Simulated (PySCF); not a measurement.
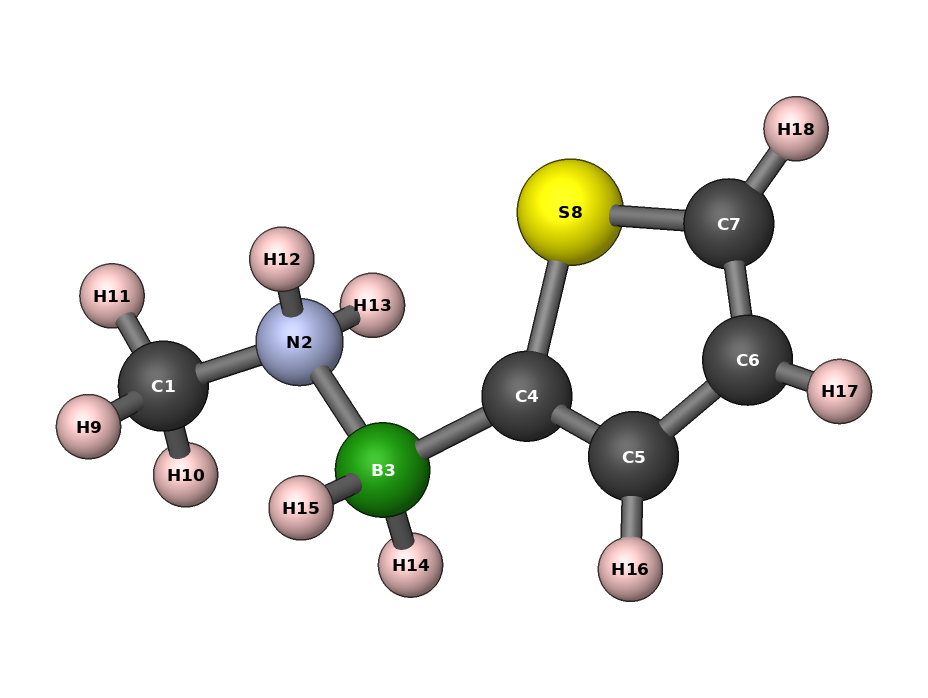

The geometry was computed by an optimisation with GFN2-xTB. No frequency run is at hand to confirm it as a minimum. Properties computed with GIAO PBE0/pcSseg-1 NMR shielding, non-relativistic, gas phase (PySCF 2.14.0). Principal shieldings σ11 ≤ σ22 ≤ σ33, span Ω = σ33 − σ11, skew κ = 3(σiso − σ22)/Ω.

Give the shielding tensors of the N atoms.

```csv
atom,σ11,σ22,σ33,σiso,Ω,κ
N2,204.3,216.7,223.0,214.6,18.7,−0.32
```

Shieldings and span in ppm.

The geometry is semi-empirical. Around B such bond lengths and angles can be off by a tenth of an ångström or more and by several degrees, and values that hang on the shape move with them.
